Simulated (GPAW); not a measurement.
## Property calculation of GeH$_{2}$F

- system: GeH$_{2}$F, multiplicity 2, SMILES [F][GeH2]
- method: HSE06/plane waves, UKS, dispersion D3(BJ), scalar-relativistic datasets (GPAW 26.7.0)

The run did not end well. The geometry comes from this level: PBE0-D4/def2-TZVP.

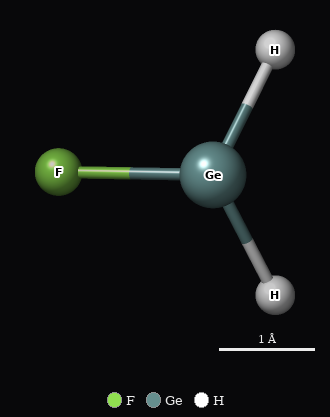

Figure 1. The structure as given in the input (ball-and-stick view, seen on its broad side). Sticks mark near contacts.

The input (run.py):
```python
import numpy as np
from ase.calculators.mixing import SumCalculator
from ase.io import read
from ase.units import Debye
from dftd3.ase import DFTD3
from gpaw import GPAW, PW

atoms = read("run.sdf")
atoms.center(vacuum=2.5)
atoms.set_initial_magnetic_moments([0.5, 0.5, 0.0, 0.0])

calculator = GPAW(mode=PW(400),
                  symmetry="off",
                  xc="HSE06",
                  maxiter=60,
                  occupations={"name": "fermi-dirac", "width": 0.0, "fixmagmom": True},
                  mixer={"name": "msr1", "beta": 0.05, "nmaxold": 1, "weight": 50.0},
                  txt="-")
atoms.calc = SumCalculator([DFTD3(method="HSE06", damping="d3bj"), calculator])

energy = atoms.get_potential_energy()
print(f"Energy = {energy:.5f} eV")
dipole = calculator.get_dipole_moment(atoms) / Debye
print(f"Dipole                  {np.linalg.norm(dipole):.3f} D")
```

File run.sdf:
```

     RDKit          3D

  4  3  0  0  0  0  0  0  0  0999 V2000
    0.1382   -0.5854    1.4420 F   0  0  0  0  0  0  0  0  0  0  0  0
    0.3057   -0.2232   -0.2571 Ge  0  0  0  0  0  3  0  0  0  0  0  0
   -1.0788   -0.5278   -0.8820 H   0  0  0  0  0  0  0  0  0  0  0  0
    0.6904    1.2760   -0.3231 H   0  0  0  0  0  0  0  0  0  0  0  0
  2  1  1  0
  3  2  1  0
  4  2  1  0
M  RAD  1   2   2
M  END
$$$$
```

Machine: 1 thread of Intel Xeon @ 2.50GHz (Skylake/Cascade Lake), 12 GiB of memory available, shared host.

Run as:
```bash
python3 run.py
```

Log:
```
__  _  _
 | _ |_)|_||  |
 |__||  | ||/\| - 26.7.0

units:  Angstrom and eV
cores:  1
OpenMP: False

Versions:
  Python: 3.12.14
  ASE:    3.29.0
  Numpy:  2.5.5
  Scipy:  1.18.1
  Libxc:  7.0.0

        _gpaw.cpython-312-x86_64-linux-gnu.so

Input parameters:
  mode=PW(ecut=400.0),
  maxiter=60,
  mixer=MSR1(name='msr1', nmaxold=1, beta=0.05, reg=0.005, gb_scale=1.0, max_A=0.75, trust_scale=1.0, soft_lim=4.0, hard_lim=6.0, weight=50.0, sigma=0.015, g_ss=None),
  occupations=Occupations(name='fermi-dirac', width=0.0, fixmagmom=True),
  symmetry=Symmetry(point_group=False, time_reversal=False),
  xc=XC(name='HSE06')

Diagonalizing LCAO Hamiltonian
Converting LCAO to pw mode
     .----------------.
    /|                |
   / |                |
  /  |                |
 *   |                |
 |   |                |
 |   |      F         |
 |   |      GeH       |
 |   |   H            |
 |   .----------------.
 |  /                /
 | /                /
 |/                /
 *----------------*

Atoms  # Å, Bohr magnetons
|   | symbol |        x |        y |        z |    initial magnetic moments |
|---|--------|----------|----------|----------|-----------------------------|
| 0 |      F | 3.717000 | 2.500000 | 4.824000 | ( 0.0000,  0.0000,  0.5000) |
| 1 |     Ge | 3.884500 | 2.862200 | 3.124900 | ( 0.0000,  0.0000,  0.5000) |
| 2 |      H | 2.500000 | 2.557600 | 2.500000 | ( 0.0000,  0.0000,  0.0000) |
| 3 |      H | 4.269200 | 4.361400 | 3.058900 | ( 0.0000,  0.0000,  0.0000) |

Unit cell  # Å
| periodic |        x |        y |        z |  lengths |    angles |
|----------|----------|----------|----------|----------|-----------|
|       no | 6.769200 | 0.000000 | 0.000000 | 6.769200 | 90.000000 |
|       no | 0.000000 | 6.861400 | 0.000000 | 6.861400 | 90.000000 |
|       no | 0.000000 | 0.000000 | 7.324000 | 7.324000 | 90.000000 |

Number of symmetries: 1
Symmetry operations  # r_c * U_cc + t_c -> r_c
|   | kind |            matrix            |
|---|------|------------------------------|
| 0 |  E   |  1, 0, 0,  0, 1, 0,  0, 0, 1 |

BZ-sampling:
  Number of BZ points: 1
  Number of IBZ points: 1

  Monkhorst-Pack size: [1, 1, 1]
  Monkhorst-Pack shift: [0, 0, 0]

K-points  # in reciprocal-cell coordinates
|   |                                coordinates |     weight |
|---|--------------------------------------------|------------|
| 0 | (  0.00000000,   0.00000000,   0.00000000) | 1.00000000 |

Plane wave coefficients: 3092
Cutoff: 400.0 eV

Spin-components: 2 (collinear spins)
Bands:           10
Projectors:      16
Spin-degeneracy: 1
Datatype:        float64

  Storage: CPU
  Wave functions: 989_440 bytes (989_440 per core)
  Projectors: 1_286_272 bytes (1_286_272 per core)

Parallelization:
  kpt:    1
  domain: 1
  band:   1

Density:
  Valence electrons: 13.0
  Components: 2
  Grid points: [32 32 35]
  Charge: 0.0  # |e|

Potential:
  Grid points: [32 32 35]

species:
  F:
    name:    Fluorine
    Z:       9.0
    valence: 7
    core:    2
    charge:  0.0  # [|e|]
    file:    F.PBE.gz
    compensation charges:
      type: gauss
      rc: 0.20  # [Å]
      lmax: 2
    cutoffs:
      filter: 1.14  # [Å]
      core: 0.74  # [Å]
    projectors
    | kind |    occ | energy [eV] | rcut [Å] |
    |------|--------|-------------|----------|
    |   2s |  2.000 |     -29.898 |    0.635 |
    |   2p |  5.000 |     -11.110 |    0.635 |
    |    s |        |      -2.687 |    0.635 |
    |    p |        |      16.102 |    0.635 |
    |    d |        |       0.000 |    0.635 |

    Using partial waves for F as LCAO basis

  Ge:
    name:    Germanium
    Z:       32.0
    valence: 4
    core:    28
    charge:  0.0  # [|e|]
    file:    Ge.PBE.gz
    compensation charges:
      type: gauss
      rc: 0.32  # [Å]
      lmax: 2
    cutoffs:
      filter: 1.77  # [Å]
      core: 3.42  # [Å]
    projectors
    | kind |    occ | energy [eV] | rcut [Å] |
    |------|--------|-------------|----------|
    |   4s |  2.000 |     -11.726 |    1.005 |
    |   4p |  2.000 |      -3.896 |    1.005 |
    |    s |        |      15.485 |    1.005 |
    |    p |        |      23.315 |    1.005 |
    |    d |        |       0.000 |    1.005 |

    Using partial waves for Ge as LCAO basis

  H:
    name:    Hydrogen
    Z:       1.0
    valence: 1
    core:    0
    charge:  0.0  # [|e|]
    file:    H.PBE.gz
    compensation charges:
      type: gauss
      rc: 0.15  # [Å]
      lmax: 2
    cutoffs:
      filter: 0.85  # [Å]
      core: 0.53  # [Å]
    projectors
    | kind |    occ | energy [eV] | rcut [Å] |
    |------|--------|-------------|----------|
    |   1s |  1.000 |      -6.494 |    0.476 |
    |    s |        |      20.717 |    0.476 |
    |    p |        |       0.000 |    0.476 |

    Using partial waves for H as LCAO basis

Reference energy: -59836.698962  # eV

eigensolver:
  PPCG
  Converge bands: occupied
  niter=2

density mixing:
  MSR1-Mixer
  Pratt-step length: 0.05
  Maximum mixing coefficient: 0.75
  Old densities: 1
  SVD Regularization: 0.005
  Good broyden scale: 1.0
  Trust region scale: 1.0
  Backstep threshold: 4.0
  History deletion threshold: 6.0
  Fourier metric: weight=50.0, sigma=0.015

occupation numbers:
  Fixed magnetic moment: 1.000
  # Zero width

poisson solver:
  ecut: 3200.0  # eV

xc functional:
  name: HYB_GGA_XC_HSE06 with 2 nearest neighbor stencil

Initialization done in: 1.238 s

convergence criteria:
- Maximum [total energy] change in last 3 cyles: 0.0005 eV / valence electron
- Maximum integral of absolute [dens]ity change: 0.0001 electrons / valence electron
- Maximum integral of absolute [eigenst]ate change: 4e-08 eV^2 / valence electron
maximum number of iterations: 60

IBZ(<points: 1, symmetries: 1>)
Occupied bands: 7
Transforming wave functions from IBZ to BZ: 0.004 seconds
Distributing wave functions and iFFT-ing to real space: 0.016 seconds
SCF iterations
|iter     |     time |      energy | eigst |  dens |  magmom |
|---------|----------|-------------|-------|-------|---------|
|iter:   1| 00:00:02 | -616.695553 | +0.23 |       |  +0.9925|
|iter:   2| 00:00:05 |  -27.920216 | -0.37 | -0.49 |  +0.9929|
|iter:   3| 00:00:07 |  -27.977988 | -1.32 | -0.58 |  +0.9932|
|iter:   4| 00:00:10 |  -27.869811 | -2.23 | -0.62 |  +0.9936|
|iter:   5| 00:00:13 |  -27.775606 | -2.71 | -0.66 |  +0.9939|
|iter:   6| 00:00:15 |  -27.700134 | -2.92 | -0.69 |  +0.9942|
|iter:   7| 00:00:18 |  -27.639683 | -3.09 | -0.71 |  +0.9945|
|iter:   8| 00:00:21 |  -27.590966 | -3.22 | -0.74 |  +0.9948|
|iter:   9| 00:00:23 |  -27.551453 | -3.36 | -0.77 |  +0.9950|
|iter:  10| 00:00:26 |  -27.519209 | -3.47 | -0.79 |  +0.9953|
|iter:  11| 00:00:29 |  -27.492781 | -3.58 | -0.82 |  +0.9955|
|iter:  12| 00:00:32 |  -27.471021 | -3.66 | -0.84 |  +0.9957|
|iter:  13| 00:00:34 |  -27.453041 | -3.75 | -0.87 |  +0.9959|
|iter:  14| 00:00:37 |  -27.438144 | -3.83 | -0.89 |  +0.9962|
|iter:  15| 00:00:40 |  -27.425785 | -3.91 | -0.92 |  +0.9963|
|iter:  16| 00:00:42 |  -27.415523 | -3.99 | -0.94 |  +0.9965|
|iter:  17| 00:00:45 |  -27.406979 | -4.08 | -0.97 |  +0.9967|
|iter:  18| 00:00:48 |  -27.399879 | -4.16 | -0.99 |  +0.9969|
|iter:  19| 00:00:50 |  -27.393976 | -4.25 | -1.02 |  +0.9970|
|iter:  20| 00:00:53 |  -27.389071 | -4.33 | -1.04 |  +0.9972|
|iter:  21| 00:00:56 |  -27.385002 | -4.42 | -1.06 |  +0.9973|
|iter:  22| 00:00:59 |  -27.381626 | -4.49 | -1.09 |  +0.9974|
|iter:  23| 00:01:01 |  -27.378834c| -4.57 | -1.11 |  +0.9976|
|iter:  24| 00:01:04 |  -27.376533c| -4.64 | -1.14 |  +0.9977|
|iter:  25| 00:01:07 |  -27.374648c| -4.71 | -1.16 |  +0.9978|
|iter:  26| 00:01:09 |  -27.373100c| -4.78 | -1.18 |  +0.9979|
|iter:  27| 00:01:12 |  -27.371843c| -4.85 | -1.21 |  +0.9980|
|iter:  28| 00:01:15 |  -27.370815c| -4.91 | -1.23 |  +0.9981|
|iter:  29| 00:01:17 |  -27.369988c| -4.98 | -1.25 |  +0.9982|
|iter:  30| 00:01:20 |  -27.369333c| -5.04 | -1.28 |  +0.9983|
|iter:  31| 00:01:23 |  -27.368822c| -5.10 | -1.30 |  +0.9984|
|iter:  32| 00:01:25 |  -27.368418c| -5.17 | -1.32 |  +0.9985|
|iter:  33| 00:01:28 |  -27.368107c| -5.23 | -1.35 |  +0.9985|
|iter:  34| 00:01:31 |  -27.367881c| -5.29 | -1.37 |  +0.9986|
|iter:  35| 00:01:33 |  -27.367713c| -5.35 | -1.39 |  +0.9987|
|iter:  36| 00:01:36 |  -27.367600c| -5.41 | -1.42 |  +0.9988|
|iter:  37| 00:01:39 |  -27.367527c| -5.47 | -1.44 |  +0.9988|
|iter:  38| 00:01:41 |  -27.367490c| -5.52 | -1.46 |  +0.9989|
|iter:  39| 00:01:44 |  -27.367482c| -5.58 | -1.49 |  +0.9989|
|iter:  40| 00:01:47 |  -27.367494c| -5.64 | -1.51 |  +0.9990|
|iter:  41| 00:01:49 |  -27.367524c| -5.70 | -1.53 |  +0.9990|
|iter:  42| 00:01:52 |  -27.367566c| -5.75 | -1.55 |  +0.9991|
|iter:  43| 00:01:55 |  -27.367616c| -5.81 | -1.58 |  +0.9991|
|iter:  44| 00:01:57 |  -27.367669c| -5.86 | -1.60 |  +0.9992|
|iter:  45| 00:02:00 |  -27.367733c| -5.92 | -1.62 |  +0.9992|
|iter:  46| 00:02:03 |  -27.367799c| -5.97 | -1.65 |  +0.9993|
|iter:  47| 00:02:05 |  -27.367868c| -6.03 | -1.67 |  +0.9993|
|iter:  48| 00:02:08 |  -27.367939c| -6.08 | -1.69 |  +0.9993|
|iter:  49| 00:02:11 |  -27.368008c| -6.13 | -1.71 |  +0.9994|
|iter:  50| 00:02:14 |  -27.368077c| -6.18 | -1.74 |  +0.9994|
|iter:  51| 00:02:16 |  -27.368142c| -6.24 | -1.76 |  +0.9994|
|iter:  52| 00:02:19 |  -27.368206c| -6.29 | -1.78 |  +0.9995|
|iter:  53| 00:02:21 |  -27.368267c| -6.34 | -1.80 |  +0.9995|
|iter:  54| 00:02:24 |  -27.368326c| -6.39 | -1.83 |  +0.9995|
|iter:  55| 00:02:27 |  -27.368382c| -6.44 | -1.85 |  +0.9995|
|iter:  56| 00:02:30 |  -27.368436c| -6.49 | -1.87 |  +0.9996|
|iter:  57| 00:02:32 |  -27.368489c| -6.54 | -1.89 |  +0.9996|
|iter:  58| 00:02:35 |  -27.368535c| -6.59 | -1.92 |  +0.9996|
|iter:  59| 00:02:38 |  -27.368583c| -6.64 | -1.94 |  +0.9996|
|iter:  60| 00:02:40 |  -27.368622c| -6.69 | -1.96 |  +0.9996|
gpaw.KohnShamConvergenceError
```

What the run reported:

```csv
quantity,value
outcome,not converged
wall time,2.7 min
peak memory,0.21 GiB
```

Diagnosis:

Settings chosen away from the usual ones: mixer set to msr1; beta set to 0.05; nmaxold set to 1; weight set to 50.0; vacuum set to 2.5 (from 4.5). The run did not converge. Its last values are not results.
